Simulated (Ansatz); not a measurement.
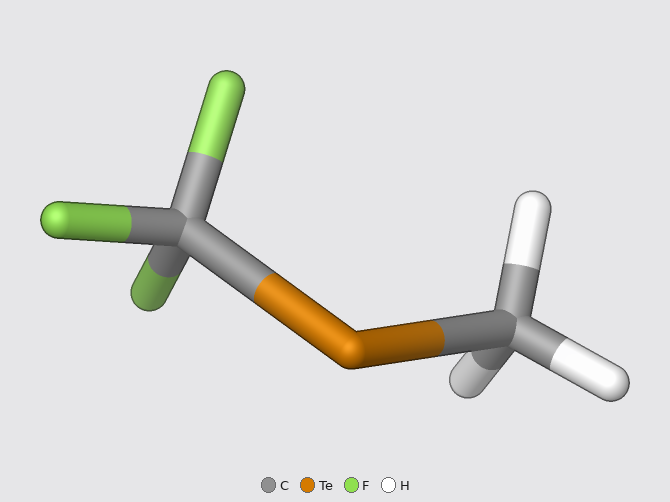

The picture shows a molecular structure as a stick model.

**Which formula does it have?**

C₂H₃F₃Te, 9 atoms: 2 carbon, 3 hydrogen, 3 fluorine and 1 tellurium.

**Give the symmetry (Schoenflies symbol).**

Cs.

More results for the same structure follow; atom numbers are the same in all pictures, views and colours differ. The geometry was computed by an optimisation with PBE0-D4/def2-TZVP.

**Geometry**

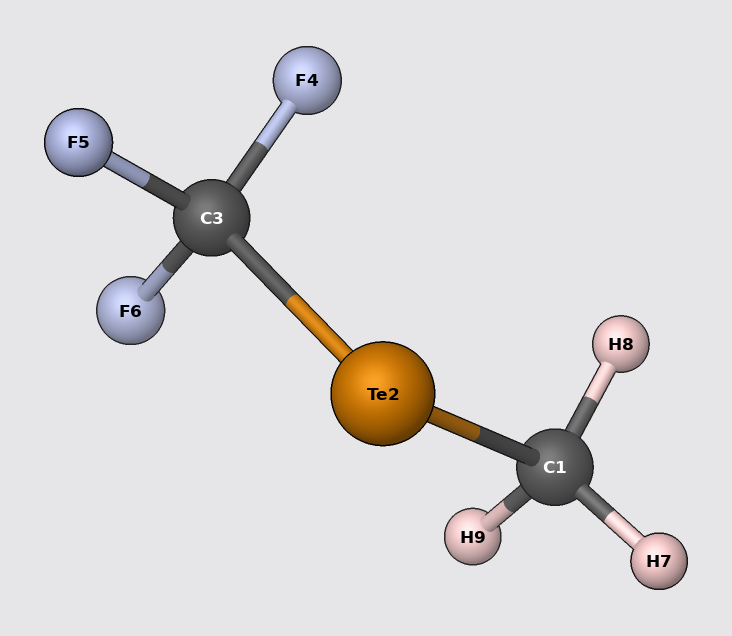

Give these bond angles: Te2–C1–H7, Te2–C1–H8, C1–Te2–C3, Te2–C3–F5, Te2–C3–F4, F4–C3–F6, F4–C3–F5.

```
    angle  degrees
Te2–C1–H7    106.5
Te2–C1–H8    109.5
C1–Te2–C3     92.3
Te2–C3–F5    109.5
Te2–C3–F4    112.4
 F4–C3–F6    106.7
 F4–C3–F5    107.8
```

**Levels of theory compared**

Program: Ansatz 0.2.0.

Tabulate HOMO–LUMO gap (eV), HOMO energy (eV) at these levels: B3LYP-D4/def2-TZVPP; B97M-V/def2-TZVPP; BHLYP-D4/def2-TZVPP; HSE06-D4/def2-TZVPP; PBE0-D4/def2-TZVPP; revPBE-D4/def2-TZVPP; ωB97M-V/def2-QZVPP; ωB97M-V/def2-SVP; ωB97M-V/def2-TZVPP; ωB97X-V/def2-TZVPP.

```csv
level,HOMO–LUMO gap (eV),HOMO energy (eV)
B3LYP-D4/def2-TZVPP,4.78,−6.31
B97M-V/def2-TZVPP,3.78,−5.68
BHLYP-D4/def2-TZVPP,7.03,−7.50
HSE06-D4/def2-TZVPP,4.48,−6.12
PBE0-D4/def2-TZVPP,5.24,−6.52
revPBE-D4/def2-TZVPP,3.37,−5.34
ωB97M-V/def2-QZVPP,9.16,−8.71
ωB97M-V/def2-SVP,9.45,−8.54
ωB97M-V/def2-TZVPP,9.24,−8.68
ωB97X-V/def2-TZVPP,9.53,−8.79
```

**Dipole moment**

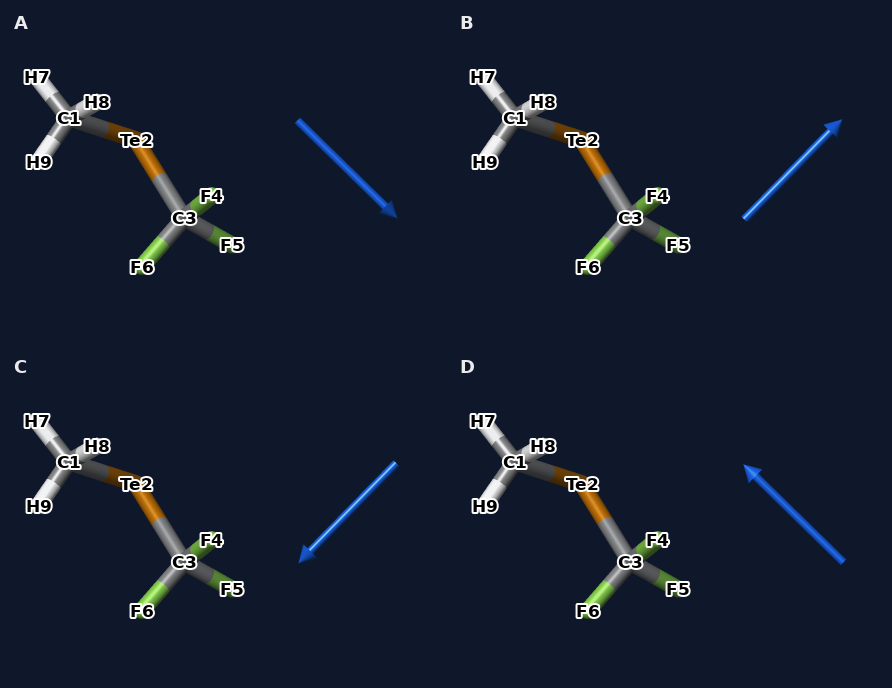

The same molecule four times, each with an arrow. Level of theory: RKS B3LYP-D4/def2-TZVPP, core potentials on Te (Ansatz 0.2.0).

**Which arrow points along the dipole moment, from the negative to the positive end?**

D. The dipole moment is 2.31 D; it points from the side of F5 to the side of H7 (the outermost atoms at the two ends).

**Charges**

The questions are on Mulliken charges. Level of theory: RKS ωB97M-V/def2-TZVPP, core potentials on Te (Ansatz 0.2.0).

Give the Mulliken charges atom by atom.

```
atom  value (e)
  C1      −0.53
 Te2       0.15
  C3       0.36
  F4      −0.16
  F5      −0.16
  F6      −0.16
  H7       0.16
  H8       0.17
  H9       0.17
```

Mulliken values depend strongly on the basis set and can even reverse the polarity of a bond.
